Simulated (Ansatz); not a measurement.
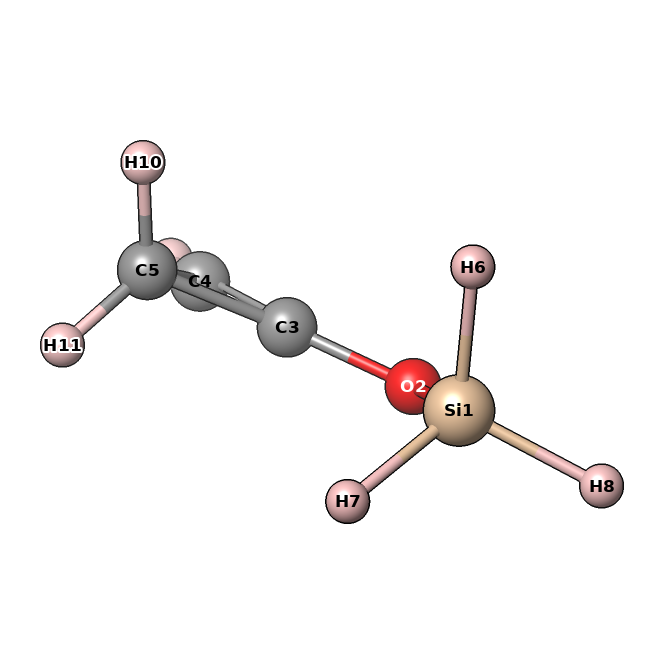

O2 lies behind Si1. The molecule seen a little off the Si1–O2 bond, Si1 in front. Distant atoms are faded towards the background colour. The geometry was computed by an optimisation with PBE-D4/def2-SVP. No frequency run is at hand to confirm it as a minimum.

**What is the torsion angle H6–Si1–O2–C3? The sign is positive where the front bond must turn clockwise to cover the back bond.**

−64°, synclinal (gauche).
